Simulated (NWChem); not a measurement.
# Run report: BPH$_{6}$ (charge −1), single-point calculation (part 2 of 2)

Continued. System: BPH$_{6}$, charge −1, multiplicity 2. Method: PBE0/def2-SVPD, UKS (NWChem 7.3.0). The run did not end well. The geometry is that of the parent species in another charge or spin state. The geometry comes from this level: PBE0-D4/def2-TZVP.

Geometry of the input (Å):
```
B  -0.5561  0.2272  -0.9140
P  0.4339  -0.1816  0.6677
H  -1.6934  0.3431  -0.5201
H  -0.3678  -0.7302  -1.6280
H  -0.0555  1.2542  -1.3099
H  0.4188  0.7557  1.7188
H  1.8231  -0.3803  0.5471
H  0.0892  -1.3452  1.3826
```

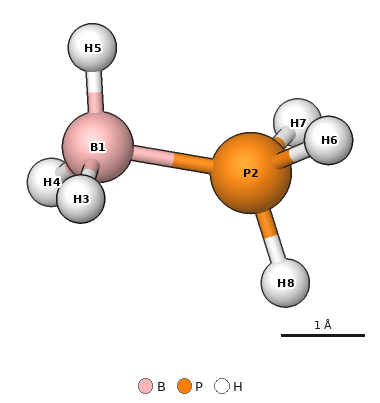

Figure 1. The input geometry (ball-and-stick view, seen at a tilt; atoms are numbered from 1 in the order of the input).

### The program's output, continued
```
    Atom       Charge   Shell Charges
 -----------   ------   -------------------------------------------------------
    1 B    5     6.91   1.99  0.86 -1.14  2.57  1.49  1.00  0.03  0.10
    2 P   15    14.67   2.00  1.97  0.80  0.88 -0.17  5.87  0.97  2.16  0.07  0.12
    3 H    1     1.03   0.75  0.42  0.01 -0.16
    4 H    1     1.03   0.75  0.42  0.01 -0.16
    5 H    1     1.03   0.75  0.42  0.01 -0.16
    6 H    1     0.78   0.69  0.01  0.01  0.06
    7 H    1     0.78   0.69  0.01  0.01  0.06
    8 H    1     0.78   0.69  0.01  0.01  0.06

     --------------------------------------------
      Spin Density - Mulliken Population Analysis
     --------------------------------------------

    Atom       Charge   Shell Charges
 -----------   ------   -------------------------------------------------------
    1 B    5     0.71   0.00  0.02 -1.86  2.60  0.01 -0.05  0.00 -0.02
    2 P   15    -0.17   0.00  0.00 -0.00  0.07 -0.25  0.00  0.00  0.06  0.00 -0.04
    3 H    1     0.15   0.00  0.33  0.00 -0.18
    4 H    1     0.15   0.00  0.33  0.00 -0.18
    5 H    1     0.15   0.00  0.33  0.00 -0.18
    6 H    1     0.01   0.00  0.00  0.00  0.00
    7 H    1     0.01   0.00  0.00  0.00  0.00
    8 H    1     0.01   0.00  0.00  0.00  0.00
   Time prior to 1st pass:      0.2

 Grid_pts file          = ./bh6p.gridpts.0
 Record size in doubles =  12289        No. of grid_pts per rec  =   3070
 Max. records in memory =    154        Max. recs in file   = *********

           Memory utilization after 1st SCF pass:
           Heap Space remaining (MW):       36.64            36639174
          Stack Space remaining (MW):       72.09            72088556

   convergence    iter        energy       DeltaE   RMS-Dens  Diis-err    time
 ---------------- ----- ----------------- --------- --------- ---------  ------
 d= 0,ls=0.0,diis     1   -369.1413676185 -4.29D+02  1.86D+00  4.17D-01     2.5
                                                     1.99D-02  4.13D-01
 d= 0,ls=0.5,diis     2   -368.9853146391  1.56D-01  9.80D-03  5.93D-01     4.7
                                                     8.38D-03  5.54D-01
 d= 0,ls=0.5,diis     3   -369.2911881934 -3.06D-01  7.79D-03  1.24D-01     6.9
                                                     3.68D-03  1.11D-01
 d= 0,ls=0.5,diis     4   -369.3727953964 -8.16D-02  4.72D-03  2.53D-02     9.0
                                                     1.57D-03  2.19D-02
 d= 0,ls=0.5,diis     5   -369.3919443028 -1.91D-02  3.15D-03  6.21D-03    11.1
                                                     8.34D-04  4.84D-03
  Resetting Diis
 d= 0,ls=0.5,diis     6   -369.3973293173 -5.39D-03  2.34D-03  1.70D-03    13.3
                                                     4.03D-04  1.16D-03
 d= 0,ls=0.5,diis     7   -369.3990031450 -1.67D-03  1.64D-03  5.52D-04    15.5
                                                     3.04D-04  2.93D-04
 d= 0,ls=0.5,diis     8   -369.3996307877 -6.28D-04  1.12D-03  1.58D-04    17.7
                                                     1.79D-04  5.55D-05
 d= 0,ls=0.5,diis     9   -369.3998315113 -2.01D-04  8.74D-04  7.86D-05    20.0
                                                     1.11D-04  1.33D-05
 d= 0,ls=0.5,diis    10   -369.3999462847 -1.15D-04  6.85D-04  4.76D-05    22.2
                                                     7.41D-05  3.91D-06
 d= 0,ls=0.5,diis    11   -369.4000202785 -7.40D-05  5.44D-04  3.13D-05    24.4
                                                     5.67D-05  1.59D-06
 d= 0,ls=0.5,diis    12   -369.4000725204 -5.22D-05  3.97D-04  2.11D-05    26.7
                                                     3.47D-05  9.90D-07
 d= 0,ls=0.5,diis    13   -369.4001082491 -3.57D-05  3.18D-04  1.46D-05    28.9
                                                     2.94D-05  6.32D-07
 d= 0,ls=0.5,diis    14   -369.4001357225 -2.75D-05  2.47D-04  1.05D-05    31.1
                                                     1.88D-05  8.25D-07
 d= 0,ls=0.5,diis    15   -369.4001562327 -2.05D-05  2.00D-04  7.76D-06    33.3
                                                     1.29D-05  8.81D-07
 d= 0,ls=0.5,diis    16   -369.4001716321 -1.54D-05  1.77D-04  5.76D-06    35.6
                                                     7.97D-06  8.34D-07
 d= 0,ls=0.5,diis    17   -369.4001834810 -1.18D-05  1.58D-04  4.38D-06    37.8
                                                     4.16D-06  6.78D-07
 d= 0,ls=0.5,diis    18   -369.4001923967 -8.92D-06  1.59D-04  3.23D-06    40.1
                                                     6.28D-06  4.35D-07
 d= 0,ls=0.5,diis    19   -369.4001992757 -6.88D-06  1.57D-04  2.61D-06    42.3
                                                     4.16D-06  4.26D-07
 d= 0,ls=0.5,diis    20   -369.4002047055 -5.43D-06  1.61D-04  2.06D-06    44.5
                                                     3.46D-06  3.26D-07
 d= 0,ls=0.5,diis    21   -369.4002090480 -4.34D-06  1.65D-04  1.66D-06    46.7
                                                     2.51D-06  2.32D-07
 d= 0,ls=0.5,diis    22   -369.4002126107 -3.56D-06  1.62D-04  1.41D-06    49.0
                                                     1.08D-06  1.57D-07
 d= 0,ls=0.5,diis    23   -369.4002155489 -2.94D-06  1.62D-04  1.26D-06    51.2
                                                     9.23D-07  9.54D-08
 d= 0,ls=0.5,diis    24   -369.4002181061 -2.56D-06  1.49D-04  1.19D-06    53.7
                                                     1.59D-06  5.87D-08
 d= 0,ls=0.5,diis    25   -369.4002202661 -2.16D-06  1.24D-04  1.18D-06    56.7
                                                     3.63D-06  5.18D-08
 d= 0,ls=0.5,diis    26   -369.4002218782 -1.61D-06  1.22D-04  1.20D-06    59.0
                                                     1.16D-06  8.14D-08
 d= 0,ls=0.5,diis    27   -369.4002234158 -1.54D-06  1.29D-04  1.24D-06    61.8
                                                     2.16D-06  1.05D-07
 d= 0,ls=0.5,diis    28   -369.4002250549 -1.64D-06  1.27D-04  1.29D-06    64.5
                                                     1.37D-06  1.13D-07
 d= 0,ls=0.5,diis    29   -369.4002266449 -1.59D-06  1.25D-04  1.39D-06    66.7
                                                     5.57D-07  1.53D-07
 d= 0,ls=0.5,diis    30   -369.4002281376 -1.49D-06  1.01D-04  1.50D-06    69.1
                                                     3.18D-06  2.04D-07
 d= 0,ls=0.5,diis    31   -369.4002292723 -1.13D-06  9.79D-05  1.64D-06    71.5
                                                     1.35D-06  2.98D-07
 d= 0,ls=0.5,diis    32   -369.4002303890 -1.12D-06  1.10D-04  1.76D-06    73.9
                                                     2.61D-06  3.66D-07
 d= 0,ls=0.5,diis    33   -369.4002317321 -1.34D-06  9.79D-05  1.88D-06    76.2
                                                     2.27D-06  3.96D-07
 d= 0,ls=0.5,diis    34   -369.4002327130 -9.81D-07  9.64D-05  2.03D-06    78.4
                                                     1.28D-06  4.90D-07
 d= 0,ls=0.5,diis    35   -369.4002337011 -9.88D-07  1.06D-04  2.16D-06    80.7
                                                     2.06D-06  5.58D-07
 d= 0,ls=0.5,diis    36   -369.4002349692 -1.27D-06  1.01D-04  2.25D-06    83.4
                                                     2.01D-06  5.64D-07
 d= 0,ls=0.5,diis    37   -369.4002360625 -1.09D-06  1.00D-04  2.38D-06    86.9
                                                     9.11D-07  6.17D-07
 d= 0,ls=0.5,diis    38   -369.4002371811 -1.12D-06  6.66D-05  2.51D-06    89.6
                                                     5.92D-06  6.61D-07
 d= 0,ls=0.5,diis    39   -369.4002378030 -6.22D-07  6.27D-05  2.66D-06    91.9
                                                     3.63D-06  7.53D-07
 d= 0,ls=0.5,diis    40   -369.4002385581 -7.55D-07  6.25D-05  2.76D-06    94.2
                                                     1.69D-06  8.11D-07
 d= 0,ls=0.5,diis    41   -369.4002393490 -7.91D-07  5.44D-05  2.85D-06    96.4
                                                     1.57D-06  8.55D-07
 d= 0,ls=0.5,diis    42   -369.4002400371 -6.88D-07  6.72D-05  2.92D-06    98.8
                                                     2.68D-06  8.84D-07
 d= 0,ls=0.5,diis    43   -369.4002410828 -1.05D-06  6.72D-05  2.94D-06   101.1
                                                     1.12D-06  8.47D-07
 d= 0,ls=0.5,diis    44   -369.4002420538 -9.71D-07  3.37D-05  3.01D-06   103.5
                                                     5.14D-06  8.59D-07
 d= 0,ls=0.5,diis    45   -369.4002418448  2.09D-07  2.01D-05  3.15D-06   105.8
                                                     3.43D-06  1.02D-06
 d= 0,ls=0.5,diis    46   -369.4002414163  4.29D-07  2.76D-05  3.25D-06   108.1
                                                     2.96D-06  1.14D-06
 d= 0,ls=0.5,diis    47   -369.4002415464 -1.30D-07  4.32D-05  3.24D-06   110.3
                                                     6.15D-06  1.10D-06
 d= 0,ls=0.5,diis    48   -369.4002421440 -5.98D-07  4.16D-05  3.17D-06   112.6
                                                     3.01D-06  9.68D-07
 d= 0,ls=0.5,diis    49   -369.4002428678 -7.24D-07  5.06D-05  3.16D-06   114.9
                                                     2.49D-06  8.68D-07
 d= 0,ls=0.5,diis    50   -369.4002436070 -7.39D-07  9.01D-05  3.18D-06   117.6
                                                     5.22D-06  8.48D-07
 d= 0,ls=0.5,diis    51   -369.4002452293 -1.62D-06  9.62D-05  3.06D-06   120.7
                                                     2.86D-06  6.05D-07
 d= 0,ls=0.5,diis    52   -369.4002467186 -1.49D-06  1.49D-04  3.15D-06   123.3
                                                     7.50D-06  5.99D-07
 d= 0,ls=0.5,diis    53   -369.4002495557 -2.84D-06  2.13D-04  3.27D-06   125.6
                                                     1.02D-05  4.89D-07
 d= 0,ls=0.5,diis    54   -369.4002538919 -4.34D-06  1.91D-04  3.38D-06   127.9
                                                     3.10D-06  3.01D-07
 d= 0,ls=0.5,diis    55   -369.4002574025 -3.51D-06  2.37D-04  3.65D-06   130.1
                                                     4.90D-06  3.46D-07
 d= 0,ls=0.5,diis    56   -369.4002614491 -4.05D-06  2.03D-04  4.00D-06   132.4
                                                     3.43D-06  4.35D-07
 d= 0,ls=0.5,diis    57   -369.4002645128 -3.06D-06  1.62D-04  4.42D-06   134.8
                                                     6.77D-06  6.53D-07
 d= 0,ls=0.5,diis    58   -369.4002665956 -2.08D-06  1.53D-04  4.87D-06   137.1
                                                     3.49D-06  1.02D-06
 d= 0,ls=0.5,diis    59   -369.4002686623 -2.07D-06  1.21D-04  5.27D-06   139.5
                                                     5.09D-06  1.27D-06
 d= 0,ls=0.5,diis    60   -369.4002700144 -1.35D-06  1.19D-04  5.71D-06   141.7
                                                     2.62D-06  1.62D-06
 d= 0,ls=0.5,diis    61   -369.4002715741 -1.56D-06  1.36D-04  6.06D-06   144.3
                                                     3.47D-06  1.84D-06
 d= 0,ls=0.5,diis    62   -369.4002739063 -2.33D-06  1.84D-04  6.29D-06   146.6
                                                     7.93D-06  1.90D-06
 d= 0,ls=0.5,diis    63   -369.4002780924 -4.19D-06  2.09D-04  6.48D-06   149.0
                                                     5.44D-06  1.73D-06
 d= 0,ls=0.5,diis    64   -369.4002827792 -4.69D-06  8.56D-05  6.77D-06   151.3
                                                     1.92D-05  1.65D-06
 d= 0,ls=0.5,diis    65   -369.4002817896  9.90D-07  7.03D-05  7.61D-06   153.7
                                                     7.47D-06  2.73D-06
 d= 0,ls=0.5,diis    66   -369.4002815017  2.88D-07  5.63D-05  8.02D-06   156.1
                                                     3.90D-06  3.19D-06
 d= 0,ls=0.5,diis    67   -369.4002813433  1.58D-07  5.46D-05  8.25D-06   158.4
                                                     1.76D-06  3.40D-06
 d= 0,ls=0.5,diis    68   -369.4002817416 -3.98D-07  1.06D-04  8.28D-06   160.7
                                                     7.57D-06  3.44D-06
 d= 0,ls=0.5,diis    69   -369.4002841764 -2.43D-06  1.05D-04  8.03D-06   163.1
                                                     4.04D-06  3.02D-06
 d= 0,ls=0.5,diis    70   -369.4002861906 -2.01D-06  1.09D-04  8.09D-06   165.5
                                                     5.85D-06  2.98D-06
 d= 0,ls=0.5,diis    71   -369.4002889062 -2.72D-06  8.30D-05  7.97D-06   168.0
                                                     2.92D-06  2.56D-06
 d= 0,ls=0.5,diis    72   -369.4002900041 -1.10D-06  7.57D-05  8.25D-06   170.3
                                                     1.63D-06  2.73D-06
 d= 0,ls=0.5,diis    73   -369.4002910529 -1.05D-06  3.76D-04  8.46D-06   172.6
                                                     4.09D-05  2.85D-06
 d= 0,ls=0.5,diis    74   -369.4003041558 -1.31D-05  4.06D-04  7.66D-06   175.1
                                                     1.74D-05  8.88D-07
 d= 0,ls=0.5,diis    75   -369.4003159533 -1.18D-05  3.18D-04  8.26D-06   177.4
                                                     1.14D-05  6.23D-07
 d= 0,ls=0.5,diis    76   -369.4003223958 -6.44D-06  3.29D-04  9.14D-06   179.8
                                                     3.30D-06  1.06D-06
 d= 0,ls=0.5,diis    77   -369.4003297408 -7.34D-06  2.13D-04  9.78D-06   182.0
                                                     1.18D-05  1.21D-06
 d= 0,ls=0.5,diis    78   -369.4003332490 -3.51D-06  1.94D-04  1.05D-05   184.3
                                                     5.70D-06  1.81D-06
 d= 0,ls=0.5,diis    79   -369.4003366685 -3.42D-06  2.93D-04  1.11D-05   186.6
                                                     7.60D-06  2.23D-06
 d= 0,ls=0.5,diis    80   -369.4003434791 -6.81D-06  2.71D-04  1.16D-05   188.9
                                                     1.95D-06  2.10D-06
 d= 0,ls=0.5,diis    81   -369.4003492758 -5.80D-06  2.52D-04  1.22D-05   191.4
                                                     2.12D-06  2.34D-06
 d= 0,ls=0.5,diis    82   -369.4003547113 -5.44D-06  2.36D-04  1.29D-05   194.4
                                                     4.66D-06  2.60D-06
 d= 0,ls=0.5,diis    83   -369.4003592164 -4.51D-06  2.34D-04  1.35D-05   197.8
                                                     3.30D-06  2.88D-06
 d= 0,ls=0.5,diis    84   -369.4003644183 -5.20D-06  2.89D-04  1.41D-05   200.1
                                                     1.12D-05  3.05D-06
 d= 0,ls=0.5,diis    85   -369.4003735361 -9.12D-06  3.29D-04  1.45D-05   202.3
                                                     8.38D-06  2.76D-06
 d= 0,ls=0.5,diis    86   -369.4003824378 -8.90D-06  3.99D-04  1.54D-05   204.7
                                                     1.02D-05  3.13D-06
 d= 0,ls=0.5,diis    87   -369.4003947554 -1.23D-05  4.21D-04  1.63D-05   207.0
                                                     5.03D-06  3.21D-06
 d= 0,ls=0.5,diis    88   -369.4004072368 -1.25D-05  1.47D-04  1.75D-05   209.4
                                                     4.84D-05  3.50D-06
```
